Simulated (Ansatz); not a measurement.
# Calculations on C2H4AlB

Part 1: Relaxation

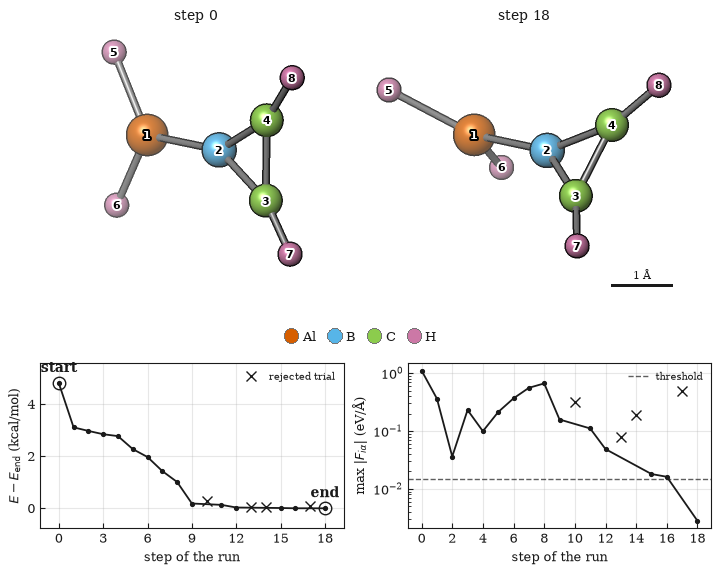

First and last geometry of a relaxation of C$_{2}$H$_{4}$AlB, with the history of the run. Style: ball-and-stick. Shown from a free direction.

The run prepares an end point of a later path (torsion) calculation, from a guessed geometry.

Computed with Ansatz 0.2.0, RKS PBE0-D4/def2-SVP.

The input:
```yaml
crystal:
  periodic: [false, false, false]
  atoms:
    - { symbol: Al, position_ang: [-1.09862, 1.42605, -0.62818] }
    - { symbol: B, position_ang: [0.07964, -0.11631, 0.04386] }
    - { symbol: C, position_ang: [1.26451, -0.67179, 0.78397] }
    - { symbol: C, position_ang: [0.45189, -1.5646, 0.1957] }
    - { symbol: H, position_ang: [-2.38095, 1.26845, -1.51724] }
    - { symbol: H, position_ang: [-0.84979, 2.94583, -0.32936] }
    - { symbol: H, position_ang: [2.15943, -0.66171, 1.37134] }
    - { symbol: H, position_ang: [0.37388, -2.62593, 0.07991] }
basis:
  gaussian: { orbitals: def2-SVP }
hamiltonian:
  xc: pbe0
  dispersion: d4
relax:
  f_tol: 0.015
  max_steps: 40
```

Command:
```bash
ansatz run input.yaml --threads 1 --pin off --max-ram 2048MiB --backend cpu --events-out ev --progress --plain --runs-dir out
```

### Read the history and describe the run.

It converged. Over 14 accepted moves (18 points after the start) the energy falls by 4.81 kcal/mol. The largest force component goes from 1.1 to 0.0028 eV/Å. The line search rejected the trial steps at points 10, 13, 14, 17 of the run. The largest moves after the best rigid fit, 1.25 Å, are those of H5 and H6. Largest moves by element: H 1.25 Å, C 0.38 Å, Al 0.03 Å, B 0.01 Å. Near-neighbour distances that change, for instance: Al1–B2 2.054 → 2.084 Å, Al1–H5 1.568 → 1.596 Å, C3–H7 1.071 → 1.092 Å, B2–C3 1.503 → 1.493 Å. Bond angles that change, for instance: H5–Al1–H6 109.6° → 117.6°, B2–Al1–H5 125.4° → 121.2°, C3–C4–H8 138.6° → 141.0°. Groups turn about Al1–B2 by about 90°.

Part 2: Relaxation

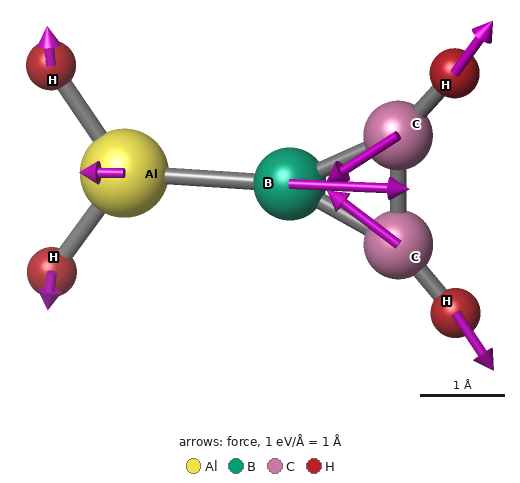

Starting geometry of C₂H₄AlB with the computed forces as purple arrows. Style: ball-and-stick. Shown at a tilt.

The run prepares an end point of a later path (torsion) calculation, from a guessed geometry.

Level of theory: RKS PBE0-D4/def2-SVP in Ansatz 0.2.0.

Input
```yaml
crystal:
  periodic: [false, false, false]
  atoms:
    - { symbol: Al, position_ang: [-1.09862, 1.42605, -0.62818] }
    - { symbol: B, position_ang: [0.07964, -0.11631, 0.04386] }
    - { symbol: C, position_ang: [0.43097, -1.57174, 0.17995] }
    - { symbol: C, position_ang: [1.25712, -0.69664, 0.77593] }
    - { symbol: H, position_ang: [-2.38095, 1.26845, -1.51724] }
    - { symbol: H, position_ang: [-0.84979, 2.94583, -0.32936] }
    - { symbol: H, position_ang: [0.33685, -2.63007, 0.04932] }
    - { symbol: H, position_ang: [2.15468, -0.70812, 1.35917] }
basis:
  gaussian: { orbitals: def2-SVP }
hamiltonian:
  xc: pbe0
  dispersion: d4
relax:
  f_tol: 0.015
  max_steps: 40
```

Launched with:
```bash
ansatz run input.yaml --threads 1 --pin off --max-ram 2048MiB --backend cpu --events-out ev --progress --plain --runs-dir out
```

**What follows when this structure is relaxed?**

It isn't relaxed: the largest force vector, on B2, is 1.49 eV/Å. The final displacements have little in common with the starting forces (cosine between the two patterns −0.11). The largest moves after the best rigid fit, 1.25 Å, are those of H5 and H6. By element the largest moves are H 1.25 Å, C 0.38 Å, Al 0.03 Å, B 0.01 Å. Near-neighbour distances that change, for instance: Al1–B2 2.054 → 2.084 Å, Al1–H5 1.568 → 1.596 Å, C3–H7 1.071 → 1.092 Å, B2–C3 1.503 → 1.493 Å. Bond angles that change, for instance: H5–Al1–H6 109.6° → 117.6°, B2–Al1–H5 125.4° → 121.2°, C3–C4–H8 138.6° → 141.0°. Groups turn about Al1–B2 by about 90°. After 14 geometry steps the energy has fallen by 20.1 kJ/mol. Largest force component: 1.1 eV/Å at the start, 0.0042 eV/Å at the end. The run took 25 s on 1 thread of Intel(R) Xeon(R) 6975P-C (Granite Rapids), with other jobs on the host, peak memory 0.16 GiB.

Part 3: Path

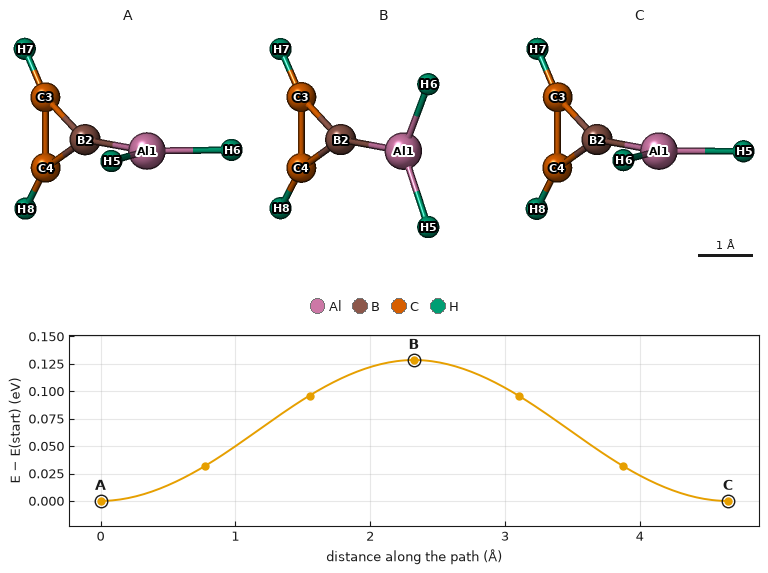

NEB run on C$_{2}$H$_{4}$AlB. Images are numbered from 0 (start) to 6 (end). Frames A to C are images 0, 3, 6. Style: ball-and-stick. Shown from a free direction.

Method: RKS PBE0-D4/def2-SVP (Ansatz 0.2.0). Settings: 5 movable images; climbing image; force threshold 0.03 eV/Å; iteration limit 60; starting path by image-dependent pair potential.

What happens along the path, and what is the barrier?

Answer. The motion is a rotation about the Al1–B2 bond by about 180°. No bond forms or breaks between the ends. The two ends have the same energy, and the highest point, image 3, lies 0.129 eV above the start. The band converged in 6 iterations. The largest component of the band force went from 0.91 to 0.013 eV/Å. The climbing image converged on the top of the path. Its vibrational analysis gives one imaginary mode (156i cm⁻¹), as a transition state must have.
